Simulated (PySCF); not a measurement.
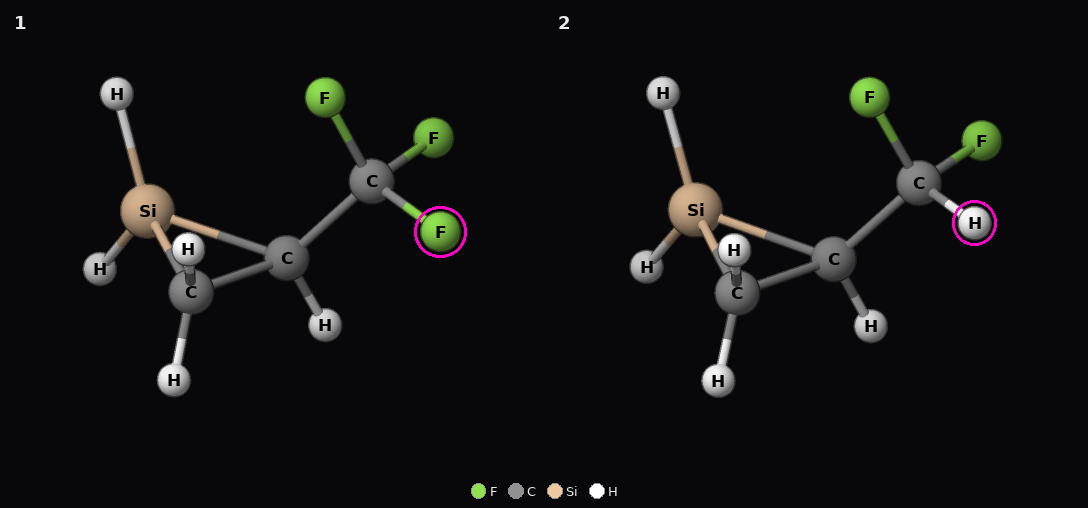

2 molecules with one skeleton, seen from the same side and at one scale; the atom that differs is circled. Each species is neutral and a spin singlet. Computed geometries: PBE0-D3(BJ)/def2-SVP optimisations, one conformation each. Properties computed with PySCF 2.14.0.

One atom differs, called X below: F in panel 1, H in panel 2. Their formulas are C3H5F3Si (`FC(F)(F)[C@H]1C[SiH2]1`), C3H6F2Si (`FC(F)[C@H]1C[SiH2]1`).

> In which is the length of X–C larger (PBE0-D3(BJ)/def2-SVP)?

In panel 1 (X = F).

> In which is the GIAO shielding of the C bonded to X larger (PBE0/pcSseg-0)?

In panel 2 (X = H).

Give the values. With PBE0-D3(BJ)/def2-SVP: length of X–C (Å), angle X–C–C (°). With PBE0/pcSseg-0: dipole moment (D), HOMO energy (Kohn–Sham orbital) (eV), HOMO–LUMO gap (eV), Hirshfeld charge of X (e), GIAO shielding of the C bonded to X (ppm).

| quantity | 1 (F) | 2 (H) | 2 − 1 |
| --- | --- | --- | --- |
| length of X–C (Å) | 1.341 | 1.106 | −0.235 |
| angle X–C–C (°) | 112.2 | 113.3 | +1.1 |
| dipole moment (D) | 2.92 | 2.17 | −0.75 |
| HOMO energy (Kohn–Sham orbital) (eV) | −8.01 | −7.62 | +0.39 |
| HOMO–LUMO gap (eV) | 8.09 | 7.99 | −0.10 |
| Hirshfeld charge of X (e) | −0.11 | 0.04 | +0.15 |
| GIAO shielding of the C bonded to X (ppm) | 44.0 | 65.8 | +21.8 |
